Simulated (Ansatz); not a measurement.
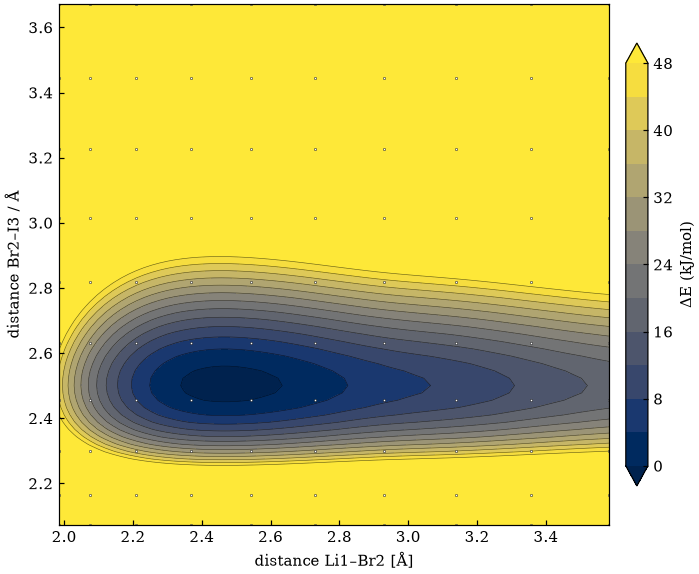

The system Li⁺ + BrI. Coordinates scanned: (1) distance Li1–Br2; (2) distance Br2–I3. Nothing is relaxed (the angle Li1–Br2–I3 is fixed at 180 degrees). Grid: 10 × 10 points. Points are written as (first, second). All energies are given in kJ/mol relative to the lowest grid point. The reference is spin-restricted, so regions where a bond is pulled apart into radicals lie too high. Level of theory: RKS PBE-D4/def2-TZVPD (Ansatz).

In the figure: filled contours, dots at the grid points, one colour for all values above the top of the scale. Between grid points the surface is interpolated.

Estimate the position of the minimum and the force constants in these coordinates.

Answer. The interpolated minimum is at distance Li1–Br2 ≈ 2.467 Å, distance Br2–I3 ≈ 2.503 Å. The curvatures there are about 1.7 eV/Å² and 11 eV/Å², with a cross term of about 0 eV/Å². Round the minimum the two coordinates are nearly uncoupled. (1 eV is 96.5 kJ/mol.)
